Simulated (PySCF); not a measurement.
C9H12Si, SMILES c1ccccc1[SiH2]CC=C, GFN2-xTB optimised geometry. Atoms within 1.6 Å of the plane z = 1.0 Å (x, y, z in Å): C2 (-3.30, -2.77, -0.27), C3 (-2.59, -1.47, -0.25), Si4 (-0.72, -1.75, 0.01), C5 (0.21, -0.10, 0.00), C6 (-0.44, 1.13, 0.00), C7 (0.27, 2.32, 0.00), C8 (1.65, 2.29, 0.00), C9 (2.32, 1.08, 0.00), C10 (1.60, -0.10, 0.00), H13 (-3.40, -3.26, 0.69), H15 (-2.98, -0.85, 0.56), H17 (-0.50, -2.42, 1.30), H18 (-1.52, 1.16, 0.00), H19 (-0.26, 3.26, 0.00), H20 (2.21, 3.22, 0.00), H21 (3.40, 1.05, 0.00), H22 (2.12, -1.05, 0.00).

Level of theory: PBE0/def2-SVP run with PySCF 2.14.0.

Map of the HOMO−1 amplitude (bohr^(-3/2)) on the plane z = 1.0 Å; orbital energy -7.34 eV, overall sign arbitrary:

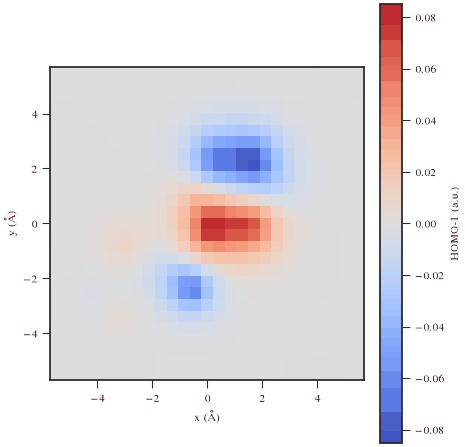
Fig. 1. HOMO−1 amplitude (bohr^(-3/2)) on the plane z = 1.0 Å.
